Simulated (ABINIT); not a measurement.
## How far to go with the SCF threshold: LaH₃ (I4mm, 4 atoms in the cell)

```
CELL_PARAMETERS angstrom
     -1.86769     1.86769     3.04058
      1.86769    -1.86769     3.04058
      1.86769     1.86769    -3.04058
ATOMIC_POSITIONS crystal
  La 0.00822 0.00822 0.00000
  H  0.75000 0.25000 0.50000
  H  0.25000 0.75000 0.50000
  H  0.50000 0.50000 0.00000
```

Level of theory: LDA (PW92), PAW (JTH v2.0 LDA PAW) (plane waves; ABINIT).

Base settings: pseudos = [La.LDA_PW-JTH.xml, H.LDA_PW-JTH.xml]; ecut = 816 eV; pawecutdg = 1633 eV; pawxcdev = 0; occopt = 3; tsmear = 0.00073499 Ha; ngkpt = 4 4 4; nshiftk = 1; shiftk = 0 0 0; potentials = JTH v2.0 LDA PAW.

In this ladder: tolvrs = default.

The mesh stays at the base's, so the ladder's end is converged at best in this setting alone.

Only quantities that move along the ladder and can be compared are tabulated.

The count of work is k-points × plane waves × bands × iterations; it is no time. 

The starting cell comes from a database of computed structures (which also holds hypothetical and non-ambient phases and stackings), without a prior relaxation at this level. Its lattice was rescaled by up to half a per cent. One atom was moved a little off its site on purpose.

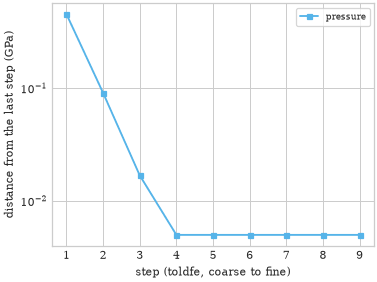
Fig. 1. Distance from the last step along the ladder; very small values are drawn at a floor.

| toldfe | pressure (GPa) | largest difference of a force vector from the last step's (eV/Å) | gap on the mesh (eV) | count of work / last |
|---|---|---|---|---|
| 0.0037 Ha | -2.10 | 0.024 | 0.252 | 0.15 |
| 0.00037 Ha | -2.64 | 0.001 | 0.233 | 0.19 |
| 3.7e-05 Ha | -2.57 | 0.001 | 0.235 | 0.22 |
| 3.7e-06 Ha | -2.55 | 0.000 | 0.236 | 0.26 |
| 3.7e-07 Ha | -2.55 | 0.000 | 0.236 | 0.30 |
| 3.7e-08 Ha | -2.55 | 0.000 | 0.236 | 0.30 |
| 3.7e-09 Ha | -2.55 | 0.000 | 0.236 | 0.33 |
| 3.7e-10 Ha | -2.55 | 0.000 | 0.236 | 0.37 |
| 3.7e-12 Ha | -2.55 | 0.000 | 0.236 | 0.44 |
| 3.7e-14 Ha | -2.55 | 0.000 | 0.236 | 1.0 |

Coarsest toldfe that holds the pressure within 0.05 GPa of the last step, with all finer ones: 3.7e-05 Ha, at 0.22 of the last step's count of work; the step before is off by 0.09 GPa.

Coarsest toldfe that holds the gap on the mesh within 0.01 eV of the last step, with all finer ones: 0.00037 Ha, at 0.19 of the last step's count of work; the step before is off by 0.016 eV.

Coarsest toldfe that holds the forces within 0.01 eV/Å of the last step, with all finer ones: 0.00037 Ha, at 0.19 of the last step's count of work; the step before is off by 0.024 eV/Å.
